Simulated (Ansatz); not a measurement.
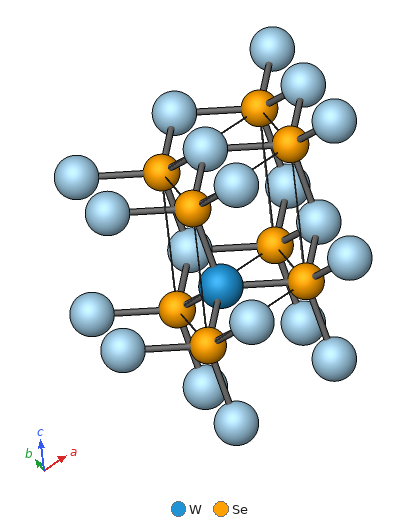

Ball-and-stick representation of a periodic structure, projected slightly off an axis. The frame is the simulation cell; atoms at its boundary are shown with their periodic copies. Neighbours across the faces are drawn wherever a bond reaches them, in fainter colours.

```
CELL_PARAMETERS angstrom
0.00000 2.83863 2.83863
2.83863 0.00000 2.83863
2.83863 2.83863 0.00000
ATOMIC_POSITIONS crystal
W 0.25000 0.25000 0.25000
Se 0.00000 0.00000 0.00000
```

All computed values are from DFT PBE, scalar-relativistic, plane waves, PAW in Ansatz 0.2.0. Settings: a 420 eV plane-wave basis, a 16×16×16 grid in reciprocal space, Gaussian smearing of 0.1 eV, collinear spins. The state is ferromagnetic.

What does a Bader analysis give?

Answer. W +0.86 e; Se -0.86 e.

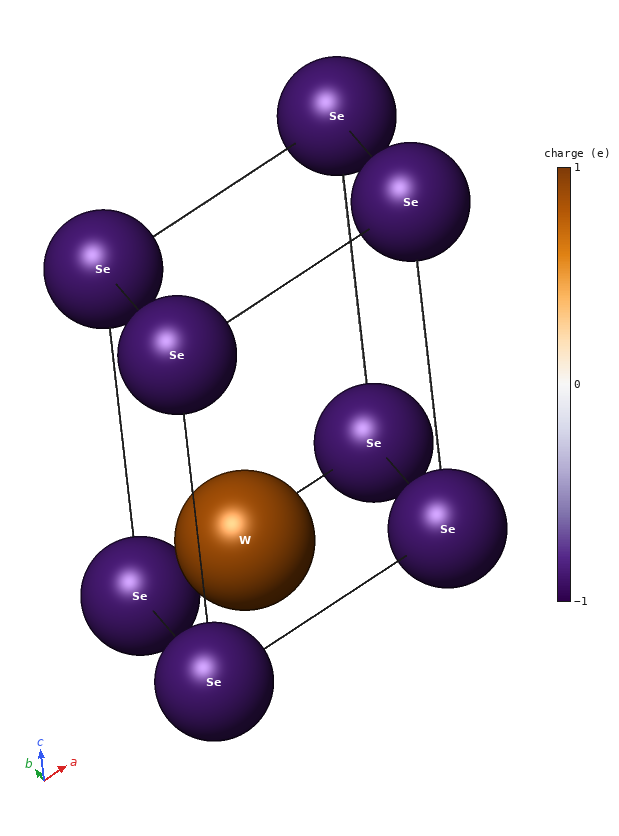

The atoms coloured by those charges.

The initial geometry was a structure type filled with these elements by a generator (whether the compound takes this form wasn't checked). Earlier steps of the study may have refined or changed the cell and positions. Ansatz was used for an electronic-structure calculation on it.
